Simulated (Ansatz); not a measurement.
# CH7Al2BOSi: basis-set convergence

How large a basis does CH7Al2BOSi need? Two functionals are run in growing sets.

Method: one geometry, several basis sets; program: Ansatz 0.2.0, Gaussian basis.

Levels to be run: PBE0-D4/def2-SVP; ωB97M-V/def2-SVP; PBE0-D4/def2-QZVPP; ωB97M-V/def2-QZVPP; the functionals' def2-TZVPP values are taken from earlier runs.

## Step 1: The relaxed structure

All runs share one geometry, relaxed beforehand with PBE0-D4 in a triple-zeta def2 set.

13 atoms, charge 0, spin multiplicity 1.

Atoms are counted from 1 here; the program's logs count them from 0.

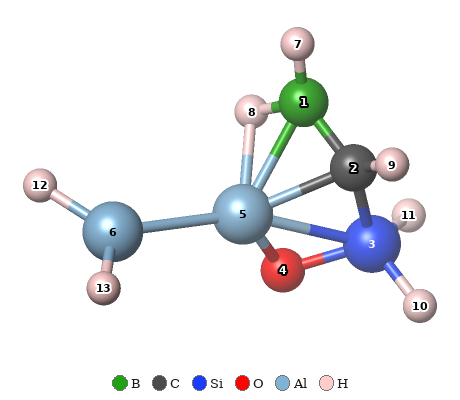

The geometry (boron green, carbon dark grey, silicon blue, oxygen red, aluminium light blue, hydrogen pink); atoms are numbered from 1 in the order of the file.

## Step 2: PBE0-D4 in def2-SVP

The input, in.yaml:

```yaml
crystal:
  periodic: [false, false, false]
  atoms:
    - {symbol: B, position_ang: [-1.338745, 0.956129, -0.481237]}
    - {symbol: C, position_ang: [0.070094, 1.381127, -0.521253]}
    - {symbol: Si, position_ang: [1.365876, 0.524456, -1.591920]}
    - {symbol: O, position_ang: [1.199947, -1.004055, -0.984718]}
    - {symbol: Al, position_ang: [0.084597, -0.596623, 0.279791]}
    - {symbol: Al, position_ang: [-0.424276, -1.932294, 2.425243]}
    - {symbol: H, position_ang: [-2.296506, 1.530279, -0.059382]}
    - {symbol: H, position_ang: [-1.568016, -0.252547, -0.743854]}
    - {symbol: H, position_ang: [0.309392, 2.366152, -0.126431]}
    - {symbol: H, position_ang: [2.716726, 1.098543, -1.352601]}
    - {symbol: H, position_ang: [1.083059, 0.582056, -3.050037]}
    - {symbol: H, position_ang: [-1.678052, -2.906709, 2.508032]}
    - {symbol: H, position_ang: [0.496409, -1.781313, 3.713168]}
basis:
  gaussian: {orbitals: def2-SVP}
hamiltonian: {xc: pbe0, dispersion: d4}
output: {orbitals: {seedname: orbitals}}
```

Command:

```bash
$ ansatz run in.yaml --threads 4 --pin off --events-out ev --progress --plain --max-ram 10444MiB
```

Log:

```text
Functional definition: PBE0
  name "PBE0"
  cite "Adamo & Barone, J. Chem. Phys. 110, 6158 (1999) doi:10.1063/1.478522"
  cite "Perdew, Burke & Ernzerhof, Phys. Rev. Lett. 77, 3865 (1996) doi:10.1103/PhysRevLett.77.3865"
  parent pbe
  parameter a = 0.25
  parameter kappa = 0.804
  parameter beta = 0.06672455060314922
  exchange = (1 - a)*pbe_x(kappa = kappa, mu = beta*pi^2/3) + a*exact_x
  correlation = pbe_c(beta = beta)
1509 factors; their error is unknown
mean field evaluation 1: about -24913.6308 eV, gradient 6.6e1 eV
mean field evaluation 2: about -24850.7327 eV, gradient 1.5e2 eV
mean field evaluation 4: about -24922.9746 eV, gradient 1.2e1 eV
mean field evaluation 8: about -24923.3717 eV, gradient 3.6e-1 eV
mean field evaluation 16: about -24923.6245 eV, gradient 1.0e-4 eV
mean field -24923.62449528 eV, -915.9263063621 hartree, gradient 2.2e-5 eV, S^2 0.000000; 0 other end points of the search recorded, 0 dependent functions left out
reference -24923.62453537 eV, -915.9263078355 hartree; 33, 33 occupied and 98, 98 virtual orbitals, 1509 factors
Total energy: -24923.92028427 eV, -915.9371764070 hartree
```

Wall time 1.4 s (4 threads of Intel Xeon at 2.80GHz, shared host); peak memory 0.38 GiB.

## Step 3: ωB97M-V in def2-SVP

in.yaml, as its differences from that of step 2:

```diff
@@ -18,3 +18,3 @@
   gaussian: {orbitals: def2-SVP}
-hamiltonian: {xc: pbe0, dispersion: d4}
+hamiltonian: {xc: {name: wB97M-V}}
 output: {orbitals: {seedname: orbitals}}
```

Same command.

Log, shortened:

```text
Functional definition: wB97M-V
  name "wB97M-V"
  cite "Mardirossian & Head-Gordon, J. Chem. Phys. 144, 214110 (2016) doi:10.1063/1.4952647"
  cite "Becke, J. Chem. Phys. 107, 8554 (1997) doi:10.1063/1.475007"
  cite "Vydrov & Van Voorhis, J. Chem. Phys. 133, 244103 (2010) doi:10.1063/1.3521275"
  # Of w^i u^j: cxij and so on, Table III.
[...]
  gx(w, u) = 1 - cx + cx01*u + cx10*w
  gss(w, u) = css00 + css04*u^4 + css10*w + css20*w^2 + css43*w^4*u^3
  gos(w, u) = cos00 + cos10*w + (cos20 + cos21*u)*w^2 + (cos60 + cos61*u)*w^6
[...]
      + integral(e_c_pw_mod_opposite_spin*gos(b97_w_opposite, b97_u_opposite)) + vv10(b, c)
1471 factors; their error is unknown
437 factors; integrals over basis functions are off by at most 1.1e-5 eV
[...]
mean field -24934.45643849 eV, -916.3243729330 hartree, gradient 6.7e-5 eV, S^2 0.000000; 0 other end points of the search recorded, 0 dependent functions left out
reference -24934.45650175 eV, -916.3243752578 hartree; 33, 33 occupied and 98, 98 virtual orbitals, 1471 factors
Total energy: -24934.45650175 eV, -916.3243752578 hartree
```

It took 4.6 s on 4 threads of Intel Xeon at 2.80GHz, shared host; peak memory 0.52 GiB.

## Step 4: PBE0-D4 in def2-QZVPP

in.yaml, as its differences from that of step 3:

```diff
@@ -17,4 +17,4 @@
 basis:
-  gaussian: {orbitals: def2-SVP}
-hamiltonian: {xc: {name: wB97M-V}}
+  gaussian: {orbitals: "def2-QZVPP.json"}
+hamiltonian: {xc: pbe0, dispersion: d4}
 output: {orbitals: {seedname: orbitals}}
```

Same command.

Log:

```text
Functional definition: PBE0
  name "PBE0"
  cite "Adamo & Barone, J. Chem. Phys. 110, 6158 (1999) doi:10.1063/1.478522"
  cite "Perdew, Burke & Ernzerhof, Phys. Rev. Lett. 77, 3865 (1996) doi:10.1103/PhysRevLett.77.3865"
  parent pbe
  parameter a = 0.25
  parameter kappa = 0.804
  parameter beta = 0.06672455060314922
  exchange = (1 - a)*pbe_x(kappa = kappa, mu = beta*pi^2/3) + a*exact_x
  correlation = pbe_c(beta = beta)
2175 factors; their error is unknown
mean field evaluation 1: about -24923.0016 eV, gradient 8.0e1 eV
mean field evaluation 2: about -24842.4771 eV, gradient 1.7e2 eV
mean field evaluation 4: about -24935.9192 eV, gradient 1.6e1 eV
mean field evaluation 8: about -24936.5644 eV, gradient 1.3e-1 eV
mean field evaluation 16: about -24936.5798 eV, gradient 8.5e-5 eV
mean field -24936.57979857 eV, -916.4024049765 hartree, gradient 2.1e-5 eV, S^2 0.000000; 0 other end points of the search recorded, 0 dependent functions left out
reference -24936.57985796 eV, -916.4024071591 hartree; 33, 33 occupied and 558, 558 virtual orbitals, 2175 factors
Total energy: -24936.87560686 eV, -916.4132757306 hartree
```

Wall time 14 s (4 threads of Intel Xeon at 2.80GHz, shared host); peak memory 2.8 GiB.

## Step 5: ωB97M-V in def2-QZVPP

in.yaml, as its differences from that of step 4:

```diff
@@ -18,3 +18,3 @@
   gaussian: {orbitals: "def2-QZVPP.json"}
-hamiltonian: {xc: pbe0, dispersion: d4}
+hamiltonian: {xc: {name: wB97M-V}}
 output: {orbitals: {seedname: orbitals}}
```

The command is unchanged.

Log, shortened:

```text
Functional definition: wB97M-V
  name "wB97M-V"
  cite "Mardirossian & Head-Gordon, J. Chem. Phys. 144, 214110 (2016) doi:10.1063/1.4952647"
  cite "Becke, J. Chem. Phys. 107, 8554 (1997) doi:10.1063/1.475007"
  cite "Vydrov & Van Voorhis, J. Chem. Phys. 133, 244103 (2010) doi:10.1063/1.3521275"
  # Of w^i u^j: cxij and so on, Table III.
[...]
  gx(w, u) = 1 - cx + cx01*u + cx10*w
  gss(w, u) = css00 + css04*u^4 + css10*w + css20*w^2 + css43*w^4*u^3
  gos(w, u) = cos00 + cos10*w + (cos20 + cos21*u)*w^2 + (cos60 + cos61*u)*w^6
[...]
      + integral(e_c_pw_mod_opposite_spin*gos(b97_w_opposite, b97_u_opposite)) + vv10(b, c)
2069 factors; their error is unknown
568 factors; integrals over basis functions are off by at most 1.2e-5 eV
[...]
mean field -24947.51937784 eV, -916.8044270996 hartree, gradient 4.2e-5 eV, S^2 0.000000; 0 other end points of the search recorded, 0 dependent functions left out
reference -24947.51947536 eV, -916.8044306835 hartree; 33, 33 occupied and 558, 558 virtual orbitals, 2069 factors
Total energy: -24947.51947536 eV, -916.8044306835 hartree
```

Run time: 27 s. Hardware: 4 threads of Intel Xeon at 2.80GHz, shared host; peak memory 3.4 GiB.

## Step 6: Density functionals: the series

The def2-TZVPP values come from earlier runs at the same geometry.

| functional | basis | functions | energy (eV) | from the largest (eV) | HOMO (eV) | LUMO (eV) |
| --- | --- | --- | --- | --- | --- | --- |
| PBE0-D4 | def2-SVP | 131 | -24923.9203 | 12.955 | -7.16 | -2.55 |
| PBE0-D4 | def2-TZVPP | 317 | -24935.9702 | 0.905 | -7.13 | -2.56 |
| PBE0-D4 | def2-QZVPP | 591 | -24936.8756 | 0.000 | -7.14 | -2.57 |
| ωB97M-V | def2-SVP | 131 | -24934.4565 | 13.063 | -9.05 | -0.85 |
| ωB97M-V | def2-TZVPP | 317 | -24946.6589 | 0.861 | -9.05 | -0.92 |
| ωB97M-V | def2-QZVPP | 591 | -24947.5195 | 0.000 | -9.06 | -0.99 |

## Step 7: What came out

| quantity | value |
| --- | --- |
| PBE0-D4: double and triple zeta above quadruple | 12.96, 0.91 eV |
| ωB97M-V: double and triple zeta above quadruple | 13.06, 0.86 eV |

In words: For PBE0-D4 the step from double to triple zeta gains 12.05 eV and the next only 0.91 eV. Total energies overstate the basis error of differences, where much of it tends to cancel.

For PBE0-D4 the largest set took about 10 times as long as the smallest (14 s against 1.4 s).
